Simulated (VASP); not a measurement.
Band structure of InAs (relaxed from the layer:h-BN structure). Calculation: r2SCAN meta-GGA, VASP's PBE PAW potentials (set 64) (plane waves; VASP 6.6.1).

The cell holds a wide vacuum, so values per volume refer to the whole cell. Unless said otherwise, spin-orbit coupling is left out, though it shifts the bands of the heavy elements here.

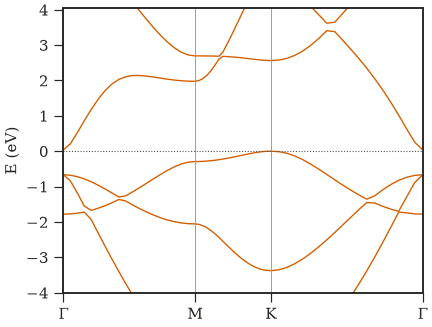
Bands along high-symmetry lines, zero at the valence-band maximum or, without a gap, the Fermi level

Task: Read the plot: is there a gap, and where are the band edges?

Result: The gap is indirect, 0.04 eV, from the valence maximum at K to the conduction minimum at Γ.

The cell is a sheet with vacuum, built from a generated structure.
